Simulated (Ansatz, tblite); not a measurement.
# The cluster Sn17AsH28−: spin states and exact exchange, part 2 of 2

Is the singlet the ground state of the cluster Sn17AsH28−? Other spin states are computed and compared level by level.

Ansatz 0.2.0, Gaussian basis; as each input shows. Earlier steps stand in the parts before.

## Step 5: Triplet, PBE0-D4/def2-SVP

start.molden holds the orbitals of an earlier run on this state, given as this run's starting guess.

File in.yaml:

```yaml
crystal:
  periodic: [false, false, false]
  atoms:
    - {symbol: Sn, position_ang: [-3.937087, -0.855245, -2.334319]}
    - {symbol: Sn, position_ang: [-4.150460, 2.278886, 0.917937]}
    - {symbol: Sn, position_ang: [-0.266294, -3.797560, -2.094661]}
    - {symbol: As, position_ang: [-0.904094, -0.884582, 0.712876]}
    - {symbol: Sn, position_ang: [2.844083, -3.759113, 0.070511]}
    - {symbol: Sn, position_ang: [1.856891, -1.594763, -1.886711]}
    - {symbol: Sn, position_ang: [1.811824, -1.267386, 3.909255]}
    - {symbol: Sn, position_ang: [-0.665098, 2.414322, -2.364437]}
    - {symbol: Sn, position_ang: [2.521381, 2.130365, 0.773793]}
    - {symbol: Sn, position_ang: [-0.896474, 2.336066, 4.009086]}
    - {symbol: Sn, position_ang: [-2.565513, -2.997364, -3.562265]}
    - {symbol: Sn, position_ang: [-2.345810, 0.848539, -0.721235]}
    - {symbol: Sn, position_ang: [-2.792486, 3.963277, 2.714079]}
    - {symbol: Sn, position_ang: [0.708277, 0.403104, -3.824641]}
    - {symbol: Sn, position_ang: [0.598642, 0.686384, 2.259376]}
    - {symbol: Sn, position_ang: [3.794930, -2.724531, 2.537049]}
    - {symbol: Sn, position_ang: [3.920891, 0.400442, -0.995455]}
    - {symbol: Sn, position_ang: [0.974935, 3.978288, -0.688690]}
    - {symbol: H, position_ang: [-4.784249, 0.121512, -3.508679]}
    - {symbol: H, position_ang: [-5.198273, -1.504901, -1.314641]}
    - {symbol: H, position_ang: [-5.092835, 1.164971, 1.872176]}
    - {symbol: H, position_ang: [-5.310866, 3.176198, -0.025841]}
    - {symbol: H, position_ang: [-0.955008, -4.249636, -0.549894]}
    - {symbol: H, position_ang: [0.221099, -5.337413, -2.802134]}
    - {symbol: H, position_ang: [-2.006085, -0.987234, 1.799926]}
    - {symbol: H, position_ang: [1.697551, -4.984743, 0.587472]}
    - {symbol: H, position_ang: [4.179027, -4.704076, -0.582987]}
    - {symbol: H, position_ang: [2.884445, -2.308844, -3.152783]}
    - {symbol: H, position_ang: [0.567396, -2.350202, 4.474046]}
    - {symbol: H, position_ang: [2.453858, -0.529724, 5.356293]}
    - {symbol: H, position_ang: [-1.743044, 3.445041, -3.286742]}
    - {symbol: H, position_ang: [3.457930, 2.986746, 1.983586]}
    - {symbol: H, position_ang: [-1.785142, 1.332406, 5.127541]}
    - {symbol: H, position_ang: [0.165581, 3.298126, 5.006718]}
    - {symbol: H, position_ang: [-3.745144, -4.286043, -3.721218]}
    - {symbol: H, position_ang: [-2.220413, -2.522157, -5.201068]}
    - {symbol: H, position_ang: [-3.865208, 4.744806, 3.849603]}
    - {symbol: H, position_ang: [-1.997671, 5.240452, 1.845932]}
    - {symbol: H, position_ang: [-0.595195, -0.290682, -4.779858]}
    - {symbol: H, position_ang: [1.714011, 1.201791, -5.030939]}
    - {symbol: H, position_ang: [5.140325, -1.640736, 2.320482]}
    - {symbol: H, position_ang: [4.393097, -3.970283, 3.612781]}
    - {symbol: H, position_ang: [5.273448, -0.195788, -0.043689]}
    - {symbol: H, position_ang: [4.684745, 1.507964, -2.139162]}
    - {symbol: H, position_ang: [0.017474, 5.014501, 0.335694]}
    - {symbol: H, position_ang: [1.970109, 5.052819, -1.638960]}
basis:
  gaussian: {orbitals: def2-SVP, fitting: {mean_field: def2-universal-jkfit}, initial_orbitals: start.molden}
total_charge: -1
magnetization: {spin_polarized: true, initial_magnetization: 2}
hamiltonian: {xc: pbe0, dispersion: d4}
scf: {omitted_lower_state_checks: [starts]}
output: {orbitals: {seedname: orbitals}}
```

Run with:

```sh
ansatz run in.yaml --threads 4 --pin off --events-out ev --progress --plain --max-ram 46080MiB --backend cuda --devices 0, --max-vram 37GiB
```

The program printed:

```text
Functional definition: PBE0
  name "PBE0"
  cite "Adamo & Barone, J. Chem. Phys. 110, 6158 (1999) doi:10.1063/1.478522"
  cite "Perdew, Burke & Ernzerhof, Phys. Rev. Lett. 77, 3865 (1996) doi:10.1103/PhysRevLett.77.3865"
  parent pbe
  parameter a = 0.25
  parameter kappa = 0.804
  parameter beta = 0.06672455060314922
  exchange = (1 - a)*pbe_x(kappa = kappa, mu = beta*pi^2/3) + a*exact_x
  correlation = pbe_c(beta = beta)
these checks for a lower state are left out or cut short: starts
4476 factors; integrals over basis functions are off by at most 3.4e-1 eV
mean field evaluation 1: about -160426.6442 eV, gradient 9.1e0 eV
mean field evaluation 2: about -160427.2910 eV, gradient 5.4e-1 eV
mean field evaluation 4: about -160427.2936 eV, gradient 7.2e-3 eV
mean field -160427.29360242 eV, -5895.5942983638 hartree, gradient 1.7e-5 eV, S^2 2.012006; 0 other end points of the search recorded, 0 dependent functions left out
reference -160427.29369802 eV, -5895.5943018771 hartree; 219, 217 occupied and 395, 397 virtual orbitals, 4476 factors
Total energy: -160430.20830184 eV, -5895.7014115919 hartree
Checks for a lower state left out: starts
```

Wall time 9.5 s (1 × H100 (card shared with other runs) with 4 threads of AMD EPYC 7R13, shared host); peak host memory 1.4 GiB.

Report: HOMO -2.06 eV, LUMO -1.39 eV (over both spins); ⟨S²⟩ 2.012 (pure: 2.00).

## Step 6: Triplet, PBE-D4/def2-SVP

in.yaml, as its differences from that of step 5:

```diff
@@ -53,3 +53,3 @@
 magnetization: {spin_polarized: true, initial_magnetization: 2}
-hamiltonian: {xc: pbe0, dispersion: d4}
+hamiltonian: {xc: pbe, dispersion: d4}
 scf: {omitted_lower_state_checks: [starts]}
```

The command is unchanged.

The program printed:

```text
Functional definition: PBE
  name "PBE"
  cite "Perdew, Burke & Ernzerhof, Phys. Rev. Lett. 77, 3865 (1996) doi:10.1103/PhysRevLett.77.3865"
  parent pbe
  parameter kappa = 0.804
  parameter beta = 0.06672455060314922
  exchange = pbe_x(kappa = kappa, mu = beta*pi^2/3)
  correlation = pbe_c(beta = beta)
these checks for a lower state are left out or cut short: starts
4476 factors; integrals over basis functions are off by at most 3.4e-1 eV
mean field evaluation 1: about -160419.2439 eV, gradient 9.0e0 eV
mean field evaluation 2: about -160419.8687 eV, gradient 5.5e-1 eV
mean field evaluation 4: about -160419.8697 eV, gradient 8.5e-3 eV
mean field -160419.86968666 eV, -5895.3214744917 hartree, gradient 2.0e-5 eV, S^2 2.002925; 0 other end points of the search recorded, 0 dependent functions left out
reference -160419.86981457 eV, -5895.3214791922 hartree; 219, 217 occupied and 395, 397 virtual orbitals, 4476 factors
Total energy: -160423.01331660 eV, -5895.4370007613 hartree
Checks for a lower state left out: starts
```

Wall time 6.5 s (1 × H100 (card shared with other runs) with 4 threads of AMD EPYC 7R13, shared host); peak host memory 1.3 GiB.

Report: HOMO -1.44 eV, LUMO -1.86 eV (over both spins; with the spin held, an empty level of the minority spin lies below the top filled one); ⟨S²⟩ 2.003 (pure: 2.00).

## Step 7: Triplet, r2SCAN-D4/def2-SVP

in.yaml, as its differences from that of step 6:

```diff
@@ -53,3 +53,3 @@
 magnetization: {spin_polarized: true, initial_magnetization: 2}
-hamiltonian: {xc: pbe, dispersion: d4}
+hamiltonian: {xc: r2scan, dispersion: d4}
 scf: {omitted_lower_state_checks: [starts]}
```

The command is unchanged.

The program printed:

```text
Functional definition: r2SCAN
  name "r2SCAN"
  cite "Furness, Kaplan, Ning, Perdew & Sun, J. Phys. Chem. Lett. 11, 8208 (2020) doi:10.1021/acs.jpclett.0c02405"
  cite "Furness, Kaplan, Ning, Perdew & Sun, J. Phys. Chem. Lett. 11, 9248 (2020) doi:10.1021/acs.jpclett.0c03077"
  parent r2scan
  parameter k0 = 0.174
  parameter k1 = 0.065
  parameter a1 = 4.9479
  exchange = r2scan_x(k0 = k0, k1 = k1, a1 = a1)
  correlation = r2scan_c
these checks for a lower state are left out or cut short: starts
4476 factors; integrals over basis functions are off by at most 3.4e-1 eV
mean field evaluation 1: about -160469.1201 eV, gradient 7.1e0 eV
mean field evaluation 2: about -160469.3856 eV, gradient 2.6e-1 eV
mean field evaluation 4: about -160469.3971 eV, gradient 2.5e-3 eV
mean field -160469.39712735 eV, -5897.1415743660 hartree, gradient 1.4e-5 eV, S^2 2.015261; 0 other end points of the search recorded, 0 dependent functions left out
reference -160469.39717091 eV, -5897.1415759671 hartree; 219, 217 occupied and 395, 397 virtual orbitals, 4476 factors
Total energy: -160470.27495264 eV, -5897.1738338504 hartree
Checks for a lower state left out: starts
```

Run time: 8.5 s. Hardware: 1 × H100 (card shared with other runs) with 4 threads of AMD EPYC 7R13, shared host; peak host memory 1.7 GiB.

From the report: HOMO -1.61 eV, LUMO -1.79 eV (over both spins; with the spin held, an empty level of the minority spin lies below the top filled one); ⟨S²⟩ 2.015 (pure: 2.00).

## Step 8: Triplet, B2PLYP/def2-SVP

in.yaml, as its differences from that of step 7:

```diff
@@ -53,4 +53,3 @@
 magnetization: {spin_polarized: true, initial_magnetization: 2}
-hamiltonian: {xc: r2scan, dispersion: d4}
+hamiltonian: {xc: {name: B2PLYP}}
 scf: {omitted_lower_state_checks: [starts]}
-output: {orbitals: {seedname: orbitals}}
```

Launched as before.

The program printed (excerpt; [...] marks lines left out):

```text
Functional definition: B2PLYP
  name "B2PLYP"
  cite "Grimme, J. Chem. Phys. 124, 034108 (2006) doi:10.1063/1.2148954"
  cite "Becke, Phys. Rev. A 38, 3098 (1988) doi:10.1103/PhysRevA.38.3098"
  cite "Lee, Yang & Parr, Phys. Rev. B 37, 785 (1988) doi:10.1103/PhysRevB.37.785"
[...]
4476 factors; integrals over basis functions are off by at most 3.4e-1 eV
[...]
mean field -160270.86617970 eV, -5889.8456966089 hartree, gradient 5.8e-6 eV, S^2 2.031154; 0 other end points of the search recorded, 0 dependent functions left out
77 core orbitals not correlated: weight in the atoms' cores, before any rotation towards them, 1.000 or more for the frozen orbitals, at most 0.000 for the correlated occupied ones
reference -160270.86667738 eV, -5889.8457148983 hartree; 142, 140 occupied and 395, 397 virtual orbitals, 4476 factors
second order -76.60205886 eV of doubles, -0.00000000 eV of singles
Total energy: -160291.54923327 eV, -5890.6057848082 hartree
Checks for a lower state left out: starts
```

Wall time 19 s (1 × H100 (card shared with other runs) with 4 threads of AMD EPYC 7R13, shared host); peak host memory 5 GiB.

⟨S²⟩ 2.031 (pure: 2.00).

## Step 9: Triplet, B97M-V/def2-SVP

in.yaml, as its differences from that of step 8:

```diff
@@ -53,3 +53,4 @@
 magnetization: {spin_polarized: true, initial_magnetization: 2}
-hamiltonian: {xc: {name: B2PLYP}}
+hamiltonian: {xc: {name: B97M-V}}
 scf: {omitted_lower_state_checks: [starts]}
+output: {orbitals: {seedname: orbitals}}
```

Launched as before.

The program printed (excerpt; [...] marks lines left out):

```text
Functional definition: B97M-V
  name "B97M-V"
  cite "Mardirossian & Head-Gordon, J. Chem. Phys. 142, 074111 (2015) doi:10.1063/1.4907719"
  cite "Becke, J. Chem. Phys. 107, 8554 (1997) doi:10.1063/1.475007"
  cite "Vydrov & Van Voorhis, J. Chem. Phys. 133, 244103 (2010) doi:10.1063/1.3521275"
  # Of w^i u^j: cxij and so on, Table III.
[...]
  gx(w, u) = cx00 + cx01*u + cx02*u^2 + (cx10 + cx11*u)*w
  gss(w, u) = css00 + css02*u^2 + css10*w + (css32*w^3 + css42*w^4)*u^2
  gos(w, u) = cos00 + cos01*u + cos03*u^3 + cos10*w + cos32*w^3*u^2
[...]
      + integral(e_c_pw_mod_opposite_spin*gos(b97_w_opposite, b97_u_opposite)) + vv10(b, c)
[...]
4476 factors; integrals over basis functions are off by at most 3.4e-1 eV
[...]
mean field -160421.12325077 eV, -5895.3675421229 hartree, gradient 2.6e-5 eV, S^2 2.005774; 0 other end points of the search recorded, 0 dependent functions left out
reference -160421.12343195 eV, -5895.3675487814 hartree; 219, 217 occupied and 395, 397 virtual orbitals, 4476 factors
Total energy: -160421.12343195 eV, -5895.3675487814 hartree
Checks for a lower state left out: starts
```

Run time: 14 s. Hardware: 1 × H100 (card shared with other runs) with 4 threads of AMD EPYC 7R13, shared host; peak host memory 2.5 GiB.

HOMO -1.51 eV, LUMO -1.88 eV (over both spins; with the spin held, an empty level of the minority spin lies below the top filled one); ⟨S²⟩ 2.006 (pure: 2.00).

## Step 10: Fields of the triplet

Orbitals, density, ELF and potential are computed afterwards from the orbital file.

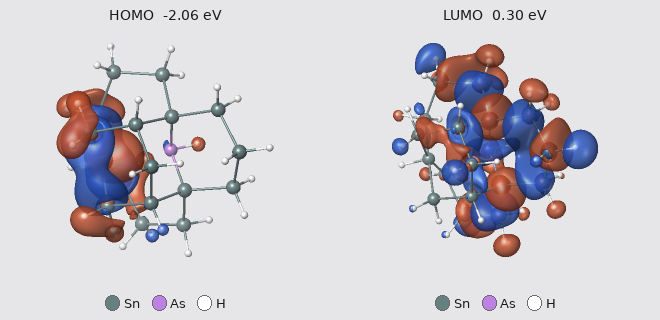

Frontier orbitals at PBE0-D4/def2-SVP (alpha spin); each surface holds 70 % of the orbital's density, blue and red mark the sign.

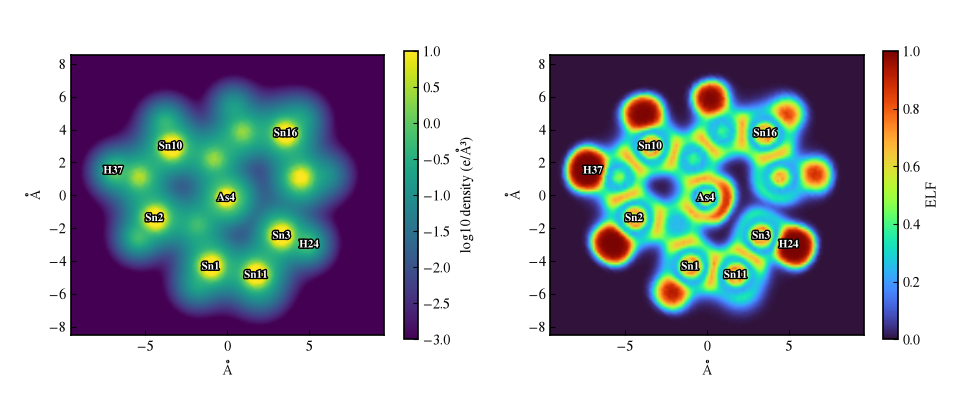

Density (left) and ELF (right) in a plane through or near 9 of the atoms.

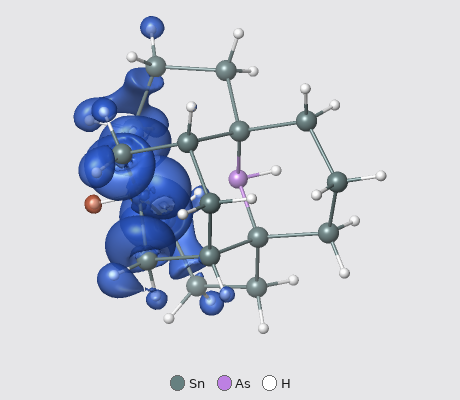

Spin density at ±0.01 e/Å³ (alpha excess blue, beta excess red).

## Step 11: Triplet less singlet

The singlet's energies are those of its earlier runs, whose logs aren't repeated here.

```csv
level,triplet less singlet (eV),time
GFN1-xTB,+0.968,0.64 s
GFN2-xTB,+1.022,1.2 s
PBE-D4/def2-SVP,+1.116,15 s
r2SCAN-D4/def2-SVP,+1.113,17 s
B97M-V/def2-SVP,+1.246,25 s
PBE0-D4/def2-SVP,+1.275,20 s
B2PLYP/def2-SVP,+1.254,31 s
```

Times add the two runs; a level without a time comes out of a correlated run. Tight binding without a spin term can't rank spin states.

## Step 12: Outcome

The summary covers parts 1 to 2.

| quantity | value |
| --- | --- |
| triplet less singlet, functionals in def2-SVP | +1.113 (r2SCAN-D4) to +1.275 eV (PBE0-D4) |

In words: All functionals put the triplet above the singlet, over a spread of 0.161 eV. The checks for a lower triplet were left out, so another state of that spin may lie lower. The triplet relaxed to other bonds than the singlet, so that splitting holds a change of structure too. These are electronic energies, without zero-point motion, entropy or surroundings.
